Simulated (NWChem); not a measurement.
# C3H3NS (thiazole): levels of theory compared

Wanted: a comparison of 6 runs (HF/6-31G**, HF/def2-SVP, M06-2X/6-31G, PBE0/def2-SVP, SVWN5/def2-SVP, PBE0/def2-TZVP) of C3H3NS (thiazole). 

The calculation is run with NWChem 7.3.0.

## (1) The system as given

The species is C3H3NS (8 atoms), meant as a singlet with charge 0. SMILES: `c1cscn1`. Geometry: relaxed at PBE0-D4/def2-TZVP.

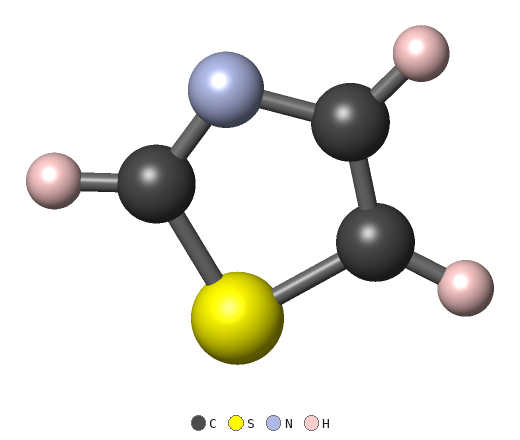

The structure, seen from a chosen angle (carbon dark grey, sulfur yellow, nitrogen light blue, hydrogen pink).

## (2) Energy and gradient at HF/6-31G(d,p) (spherical functions) (run 1)

geom.xyz reads:

```xyz
8
C3H3NS hf
C     -0.315900     0.794600     0.466600
C      0.996500     0.480400     0.288700
S      1.117900    -0.982000    -0.578300
C     -0.594400    -1.067400    -0.640100
N     -1.212700    -0.085900    -0.061700
H     -0.675700     1.673200     0.985500
H      1.870300     1.021500     0.615600
H     -1.093800    -1.891400    -1.132100
```

run.py reads:

```python
from ase.io import read
from ase.calculators.nwchem import NWChem

system = read('geom.xyz')

calc = NWChem(
    label='geom',
    theory='scf',
    memory='2200 mb',
    basis='6-31G**',
    basispar='spherical bse',
    scf={'nopen': '0', 'rhf': None, 'thresh': '1e-08', 'maxiter': '80'},
)
system.calc = calc

forces = system.get_forces()
print("Total energy (eV):", round(system.get_potential_energy(), 6))
print("forces (eV/A):")
for s, f in zip(system.symbols, forces):
    print(f"{s:2s} {f[0]:10.5f} {f[1]:10.5f} {f[2]:10.5f}")
print("dipole (e A):", system.get_dipole_moment().round(4))
```

Command:

```console
$ export ASE_NWCHEM_COMMAND="nwchem PREFIX.nwi > PREFIX.nwo"
$ python run.py
```

Log:

```text
Total energy (eV): -15436.780645
forces (eV/A):
C     0.92025    0.27578    0.16902
C    -0.53201    0.71158    0.41914
S     0.09261   -0.38335   -0.22667
C    -0.68849    0.58503    0.34345
N     0.30653   -1.06264   -0.62869
H     0.11267   -0.31229   -0.18419
H    -0.31594   -0.12830   -0.07868
H     0.10434    0.31424    0.18651
dipole (e A): [ 0.3204 -0.0102 -0.0039]
```

The calculator wrote geom.nwi:

```
title "geom"

permanent_dir geom

scratch_dir geom

start geom

geometry units angstrom nocenter noautosym noautoz
  C  -3.1590000000000001e-01 7.9459999999999997e-01 4.6660000000000001e-01
  C  9.9650000000000005e-01 4.8039999999999999e-01 2.8870000000000001e-01
  S  1.1178999999999999e+00 -9.8199999999999998e-01 -5.7830000000000004e-01
  C  -5.9440000000000004e-01 -1.0673999999999999e+00 -6.4010000000000000e-01
  N  -1.2126999999999999e+00 -8.5900000000000004e-02 -6.1699999999999998e-02
  H  -6.7569999999999997e-01 1.6732000000000000e+00 9.8550000000000004e-01
  H  1.8703000000000001e+00 1.0215000000000001e+00 6.1560000000000004e-01
  H  -1.0938000000000001e+00 -1.8914000000000000e+00 -1.1321000000000001e+00
end

memory 2200 mb

basis spherical bse noprint
   * library 6-31G**
end

scf
  nopen 0
  rhf
  thresh 1e-08
  maxiter 80
end

task scf gradient
```

geom.nwo:

```text
Northwest Computational Chemistry Package (NWChem) 7.3.0
             --------------------------------------------------------

           Job information
           ---------------

    nwchem branch   = 7.3.0
    use scalapack   = T
    input           = geom.nwi
    prefix          = geom.
    data base       = geom/geom.db
    status          = startup
    nproc           =        1

           Memory information
           ------------------

[... 5 lines left out ...]
    hardfail = no
[... 134 lines left out ...]
         Quadratically convergent ROHF
[... 15 lines left out ...]
       Final RHF  results
[... 4 lines left out ...]
      Two-electron energy =    414.858169114416
[... 41 lines left out ...]
                       ROHF Final Molecular Orbital Analysis
[... 243 lines left out ...]
                 ----------------------------------------
                 |  Time  |  1-e(secs)   |  2-e(secs)   |
                 ----------------------------------------
                 |  CPU   |       0.01   |      10.29   |
                 ----------------------------------------
                 |  WALL  |       0.01   |      10.29   |
                 ----------------------------------------

 Task  times  cpu:       54.9s     wall:       54.9s
 Total times  cpu:       55.0s     wall:       55.0s
```

Wall time 57 s (1 thread of Intel Xeon Platinum 8259CL at 2.50GHz (Skylake/Cascade Lake), shared host); peak memory 0.1 GiB.

## (3) Energy and forces at HF/def2-SVP (run 2)

c3h3ns.xyz reads:

```xyz
8

C     -0.315900     0.794600     0.466600
C      0.996500     0.480400     0.288700
S      1.117900    -0.982000    -0.578300
C     -0.594400    -1.067400    -0.640100
N     -1.212700    -0.085900    -0.061700
H     -0.675700     1.673200     0.985500
H      1.870300     1.021500     0.615600
H     -1.093800    -1.891400    -1.132100
```

c3h3ns.nw reads:

```
start c3h3ns
memory 2200 mb

geometry noautosym nocenter noautoz
 load c3h3ns.xyz
end

basis spherical bse
 * library def2-SVP
end

scf
 thresh 1e-08
 maxiter 80
 noprint "final vectors analysis"
end

task scf gradient
```

Command:

```console
$ nwchem c3h3ns.nw > c3h3ns.out
```

Log:

```text
[...]
  functions       =    89
[...]
  wavefunction    = RHF
[...]
         Total SCF energy =   -567.048933279527
      One-electron energy =  -1188.035943769711
      Two-electron energy =    414.500064240575
 Nuclear repulsion energy =    206.486946249609
        Time for solution =     32.3s
[...]
                         RHF ENERGY GRADIENTS
    atom               coordinates                        gradient
                 x          y          z           x          y          z
   1 C      -0.596964   1.501576   0.881746   -0.010671  -0.001535  -0.000969
   2 C       1.883112   0.907824   0.545564    0.010063  -0.008842  -0.005188
   3 S       2.112525  -1.855711  -1.092829   -0.001105   0.007484   0.004430
   4 C      -1.123253  -2.017094  -1.209614    0.011650  -0.015750  -0.009285
   5 N      -2.291671  -0.162327  -0.116596   -0.011378   0.019228   0.011338
   6 H      -1.276888   3.161890   1.862325   -0.000598   0.001176   0.000686
   7 H       3.534355   1.930355   1.163315    0.001316  -0.000762  -0.000435
   8 H      -2.066982  -3.574228  -2.139359    0.000724  -0.000999  -0.000577
[...]
```

It took 39 s on 1 thread of Intel Xeon Platinum 8259CL at 2.50GHz (Skylake/Cascade Lake), shared host; peak memory 0.1 GiB.

Runs 3 to 5 aren't shown in full; the table further down has their settings and results.

## (4) Energy and gradient at PBE0/def2-TZVP (run 6)

run.py reads:

```python
from ase import Atoms
from ase.calculators.nwchem import NWChem

system = Atoms('CCSCNHHH', positions=[
    [-0.315900, 0.794600, 0.466600],
    [0.996500, 0.480400, 0.288700],
    [1.117900, -0.982000, -0.578300],
    [-0.594400, -1.067400, -0.640100],
    [-1.212700, -0.085900, -0.061700],
    [-0.675700, 1.673200, 0.985500],
    [1.870300, 1.021500, 0.615600],
    [-1.093800, -1.891400, -1.132100],
])

calc = NWChem(
    label='a',
    theory='dft',
    memory='2200 mb',
    basis='def2-TZVP',
    basispar='spherical bse',
    dft={'xc': 'pbe0', 'mult': '1', 'grid': 'fine', 'convergence': 'energy 1e-08', 'iterations': '100', 'mulliken': None},
)
system.calc = calc

forces = system.get_forces()
print("Total energy (eV):", round(system.get_potential_energy(), 6))
print("forces (eV/A):")
for s, f in zip(system.symbols, forces):
    print(f"{s:2s} {f[0]:10.5f} {f[1]:10.5f} {f[2]:10.5f}")
print("dipole (e A):", system.get_dipole_moment().round(4))
```

Command:

```console
$ export ASE_NWCHEM_COMMAND="nwchem PREFIX.nwi > PREFIX.nwo"
$ python run.py
```

Log:

```text
Total energy (eV): -15477.633439
forces (eV/A):
C    -0.00221   -0.01044   -0.00658
C     0.00391   -0.00041    0.00005
S    -0.00062   -0.00082   -0.00031
C     0.00021    0.00956    0.00622
N    -0.00021    0.00278    0.00154
H    -0.00108   -0.00077   -0.00015
H     0.00118    0.00298    0.00144
H    -0.00123   -0.00293   -0.00216
dipole (e A): [ 0.3313 -0.009  -0.0032]
```

The calculator wrote a.nwi:

```
title "a"

permanent_dir a

scratch_dir a

start a

geometry units angstrom nocenter noautosym noautoz
  C  -3.1590000000000001e-01 7.9459999999999997e-01 4.6660000000000001e-01
  C  9.9650000000000005e-01 4.8039999999999999e-01 2.8870000000000001e-01
  S  1.1178999999999999e+00 -9.8199999999999998e-01 -5.7830000000000004e-01
  C  -5.9440000000000004e-01 -1.0673999999999999e+00 -6.4010000000000000e-01
  N  -1.2126999999999999e+00 -8.5900000000000004e-02 -6.1699999999999998e-02
  H  -6.7569999999999997e-01 1.6732000000000000e+00 9.8550000000000004e-01
  H  1.8703000000000001e+00 1.0215000000000001e+00 6.1560000000000004e-01
  H  -1.0938000000000001e+00 -1.8914000000000000e+00 -1.1321000000000001e+00
end

memory 2200 mb

basis spherical bse noprint
   * library def2-TZVP
end

dft
  xc pbe0
  mult 1
  grid fine
  convergence energy 1e-08
  iterations 100
  mulliken
end

task dft gradient
```

a.nwo:

```text
Northwest Computational Chemistry Package (NWChem) 7.3.0
             --------------------------------------------------------

           Job information
           ---------------

    nwchem branch   = 7.3.0
    use scalapack   = T
    input           = a.nwi
    prefix          = a.
    data base       = a/a.db
    status          = startup
    nproc           =        1

           Memory information
           ------------------

[... 5 lines left out ...]
    hardfail = no
[... 105 lines left out ...]
  convergence criterion.
[... 42 lines left out ...]
          Spatial weights used:  Erf1
[... 32 lines left out ...]
 1-e energy   =   -1186.185721
[... 44 lines left out ...]
           Coulomb energy =      463.893104999174
[... 1334 lines left out ...]
          Convergence on density requested:  1.00D-05
[... 28 lines left out ...]
          total energy or number of iterations.
[... 36 lines left out ...]
                 ----------------------------------------
                 |  Time  |  1-e(secs)   |  2-e(secs)   |
                 ----------------------------------------
                 |  CPU   |       0.05   |      70.69   |
                 ----------------------------------------
                 |  WALL  |       0.05   |      70.69   |
                 ----------------------------------------

 Task  times  cpu:      318.4s     wall:      318.4s
 Total times  cpu:      318.5s     wall:      318.5s
```

It took 5.3 min on 1 thread of Intel Xeon Platinum 8259CL at 2.50GHz (Skylake/Cascade Lake), shared host; peak memory 0.14 GiB.

## (5) The series

```
run                             level  iteration cap  module  energy (Eh)  dipole moment (D)  HOMO energy (eV)  LUMO energy (eV)  wall time
  1  HF/6-31G** (spherical functions)             80     scf  -567.291230               1.54             -9.32              3.24       57 s
  2                       HF/def2-SVP             80     scf  -567.048933               1.60                 –                 –       39 s
  3                      M06-2X/6-31G            100     dft  -568.838685               1.69             -8.56              0.29       77 s
  4                     PBE0/def2-SVP            100     dft  -568.463937               1.58             -7.37             -0.69    1.7 min
  5                    SVWN5/def2-SVP            100     dft  -565.944920               1.60             -6.35             -1.75       40 s
  6                    PBE0/def2-TZVP            100     dft  -568.792542               1.59             -7.35             -0.81    5.3 min
```

## (6) What came out

| quantity | value |
| --- | --- |
| run 6: total energy | -568.79254 Eh |
| run 6: dipole moment | 1.59 D |
| run 6: HOMO energy | -7.35 eV |
| run 6: LUMO energy | -0.81 eV |
| run 6: HOMO–LUMO gap | 6.55 eV |
| run 6: largest force on an atom | 0.013 eV/Å |

In words: The dipole moment (its size) runs from 1.54 D (HF/6-31G**) to 1.69 D (M06-2X/6-31G). The two ends differ in method and basis. Over runs 1, 3, 4, 5, 6 the HOMO–LUMO gap runs from 4.60 eV (SVWN5/def2-SVP) to 12.55 eV (HF/6-31G**). Totals of different functionals can't be ranked against each other. All runs together took 11 min, the longest 5.3 min.
